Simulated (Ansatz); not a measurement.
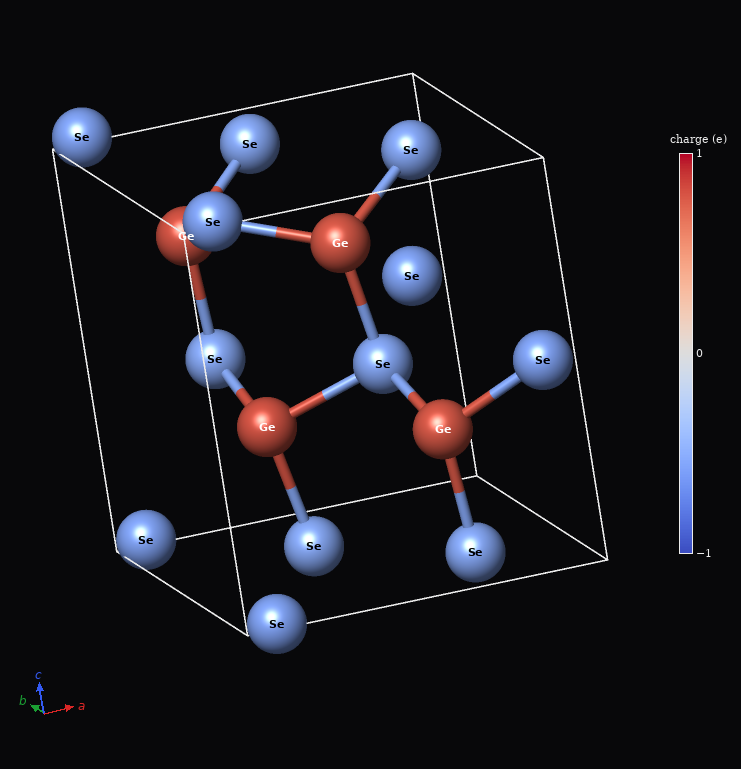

Ball-and-stick representation of a periodic structure, projected slightly off an axis. The outline marks the simulation cell. The atoms of this Ge2Se3 cell are coloured by their Bader charge.

Method used: DFT, PAW plane waves, PBE in Ansatz 0.2.0. It ran with a kinetic-energy cutoff of 420 eV, 6×6×4 k-mesh, Fermi-Dirac smearing of 0.1 eV, no spin polarisation. The pressure of the cell is 13 GPa.

### Summarise the charge transfer.

Most positive: Ge; most negative: Se. Charges: about Ge +0.8 e; Se -0.5 e.

What is drawn is a generated cell, made by putting these elements into a known structure type (the compound may or may not exist in this form); it hasn't been relaxed. It was run through Ansatz as a DFT input.

At this level of theory the cell isn't at rest (compressed, at 13 GPa and forces up to 1.4 eV/Å), so its distances can differ from those at equilibrium, the more so the softer the solid.
